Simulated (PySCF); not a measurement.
# C6H9AlO (SMILES CC#C/C=C/[O][AlH][CH3]): what the fields show

```yaml
atoms:
  - { symbol: C, position_ang: [4.7621, 0.2274, 0.0664] }
  - { symbol: C, position_ang: [3.3497, -0.0810, 0.0882] }
  - { symbol: C, position_ang: [2.1721, -0.3281, 0.1082] }
  - { symbol: C, position_ang: [0.8040, -0.6580, 0.1406] }
  - { symbol: C, position_ang: [-0.1566, 0.2037, -0.1937] }
  - { symbol: O, position_ang: [-1.4682, -0.1012, -0.1662] }
  - { symbol: Al, position_ang: [-3.0418, -0.6172, -0.0822] }
  - { symbol: C, position_ang: [-4.5784, 0.5549, -0.5563] }
  - { symbol: H, position_ang: [4.9167, 1.2541, -0.2654] }
  - { symbol: H, position_ang: [5.1851, 0.1117, 1.0647] }
  - { symbol: H, position_ang: [5.2826, -0.4462, -0.6150] }
  - { symbol: H, position_ang: [0.5446, -1.6620, 0.4526] }
  - { symbol: H, position_ang: [0.0717, 1.2154, -0.5118] }
  - { symbol: H, position_ang: [-3.1756, -2.0686, 0.3921] }
  - { symbol: H, position_ang: [-4.5229, 0.9074, -1.5919] }
  - { symbol: H, position_ang: [-4.6147, 1.4543, 0.0677] }
  - { symbol: H, position_ang: [-5.5376, 0.0455, -0.4415] }
```

Geometry: GFN2-xTB.

Method: PySCF 2.14.0, PBE0/pcSseg-1, SCF density, gas phase, non-relativistic.

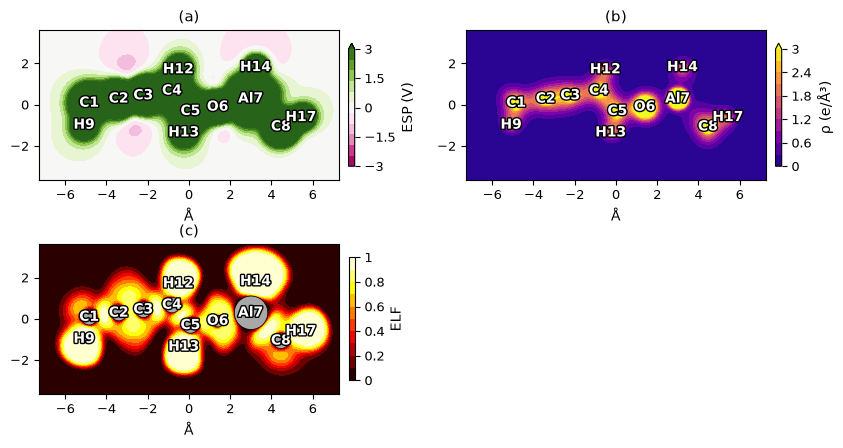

Figure 1. (a) molecular electrostatic potential; (b) total electron density; (c) ELF on the plane of atoms C5, C4 and H12. Grey discs cover the atomic cores in the ELF map.

> Interpret the plot.

Atoms in the plane: C, O, Al and H.
C–C (1.20 Å): ρ at the midpoint is about 2.7 e/Å³; the ELF peaks at about 0.85 between the atoms; a multiple bond.
C–O (1.35 Å): ρ at the midpoint is about 2.3 e/Å³, with its minimum of 1.9 e/Å³ about 0.5 Å from C; the ELF peaks at about 0.90 between the atoms (a polar covalent bond).
Al–O (1.66 Å): ρ at the midpoint is about 0.83 e/Å³; the ELF peaks at about 0.85 in the valence shell of O, 0.6 Å from its nucleus, and is about 0.30 at the midpoint.
C–Al (1.99 Å): the density is about 0.68 e/Å³ at the midpoint; the ELF peaks at about 0.95 between the atoms, as expected for a polar covalent bond.
C–H (1.08 Å): the density is about 2 e/Å³ at the midpoint; the ELF climbs to about 1 towards the hydrogen, as it does in any bond to H: an ordinary covalent bond to hydrogen.
The ELF also peaks beside O6, away from the bonds: lone-pair regions.
Outside the dense part of the molecule the potential is most negative (−1.1 V) near C3.

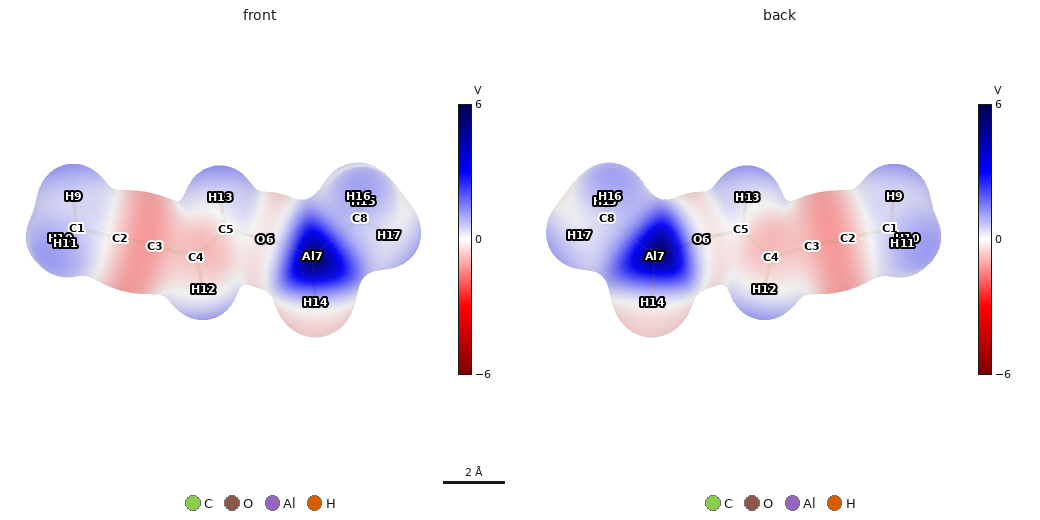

Figure 2. The molecular electrostatic potential painted on the density surface at 0.004 e/bohr³, seen from the front and from behind; red is negative and blue positive.

> Which sites attract a positive test charge, and which a negative one?

A positive charge is drawn to the negative regions and a negative charge to the positive ones. The most negative region (about −1.2 V) lies over C2 and C3, the most positive (about +5.1 V) over Al7.

> How polar is the molecule by this calculation?

Its dipole moment is 0.99 D.
